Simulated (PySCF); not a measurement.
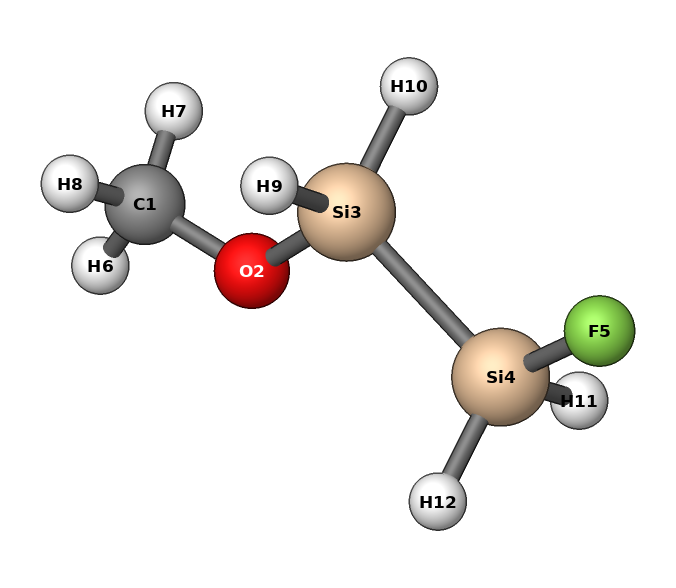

Computed geometry: PBE0-D3(BJ)/def2-SVP optimisation. No frequency run is at hand to confirm it as a minimum. Level of theory: GIAO PBE0/aug-cc-pVDZ NMR shielding, non-relativistic, gas phase (PySCF 2.14.0). Principal shieldings σ11 ≤ σ22 ≤ σ33, span Ω = σ33 − σ11, skew κ = 3(σiso − σ22)/Ω.

Give the shielding tensors of the C atoms.

```json
{"atom": "C1", "σ11": "113.9", "σ22": "114.5", "σ33": "196.2", "σiso": "141.5", "Ω": "82.2", "κ": "0.99"}
```

Shieldings and span in ppm.
